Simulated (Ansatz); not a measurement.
Electronic density of states of amorphous Nb24P24, density 6.23 g/cm³, on a 2×2×2 Γ-centred mesh with a Gaussian width of 0.1 eV; energies count from the Fermi level. Cell and mesh are small, so fine structure isn't converged. The numbers are results of PBE, scalar-relativistic without spin-orbit coupling (plane waves to 420 eV, PAW; Ansatz, a first-principles code), not measurements. Sampling: a 2×2×2 Γ-centred mesh; Fermi-Dirac width 0.1 eV; no spin polarisation.

A CHGNet melt-quench gave the starting glass, which DFT then relaxed. The hot cell started wider than the set density and was brought back towards it in steps. It is the lowest in DFT energy of 2 quenches. It is a model cell: composition and starting density were chosen by hand, and all elements were melted together. No dispersion term was used. Its density started from a set value of 6.77 and ended at 6.23 g/cm³. The quench (nominally 180 K/ps over its main leg) was far faster than any real one, so the model tends to hold more defects than a real film. One small periodic cell is one sample of the glass; other quenches scatter about these values. The volume was free in the relaxation, at fixed shape. Stress components on the final sampling reach 2.0 GPa. On a 2×2×2 Γ-centred mesh force components of up to 0.29 eV/Å stay, since the relaxation ran on one k-point at (1/4, 1/4, 1/4).

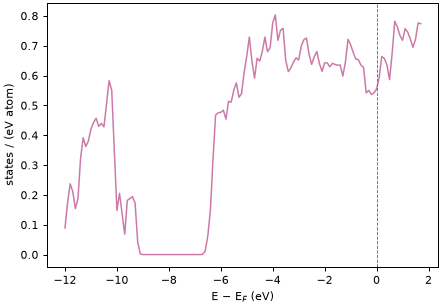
Figure: Density of states per atom
